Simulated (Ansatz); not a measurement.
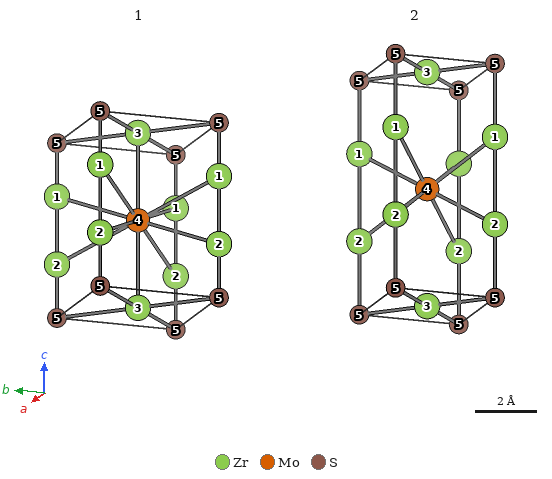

Two geometries of solid Zr$_{3}$MoS (a generated structure, set up in P4/mmm) (coarse preliminary run), drawn at one scale. One is the start of a relaxation, the other its converged end. The picture is a ball-and-stick view of the cell of the calculation, seen from a free direction.

Method: DFT PBE, scalar-relativistic, plane waves, PAW in Ansatz 0.2.0. (plane-wave cutoff 420 eV; k-point mesh 4 × 4 × 4; occupations gaussian; smearing width 0.1 eV; collinear spin; cell and atoms relaxed; force threshold 0.04 eV/Å; at most 70 steps)

Which geometry has the lower energy?

Structure 2 is the relaxed one. The energy falls by 2434 meV per atom in 11 accepted moves (13 points after the start). The largest force component goes from 17 to 0.00066 eV/Å. Pressure: 28.59 GPa at the start and 0.00 GPa at the end. At 2 points the geometry stayed and the basis and grid were re-selected for the new cell (energy shift of 23.0 meV per atom at most each time). The largest moves relative to the cell, 0.059 Å, are those of Zr1 and Zr2. Zr2 goes along +c. Mo and S stay in place. Cell: a = b 4.210 → 3.524 Å (−16.3 %), c 6.051 → 8.098 Å (+33.8 %). Volume −6.2 %. Among the contacts that change: Zr3–Mo4 3.025 → 4.049 Å, Zr1–S5 1.851 → 2.536 Å, Zr1–Zr2 2.349 → 3.025 Å, Zr3–S5 2.977 → 2.492 Å. Among the angles between lasting bonds that change: Mo4–Zr2–Mo4 136.9° → 117.5°, Mo4–Zr2–S5 111.5° → 121.3°, Zr1–Zr2–Mo4 68.5° → 58.7°. The space group stays P4/mmm (No. 123). The program noted that the starting moments weren't kept. Cost: 2.7 min on 1 thread of Arm Neoverse V1 (shared host), peak memory 0.47 GiB.

Limits of the set-up: the k-point mesh is coarse for a cell with partly filled bands.
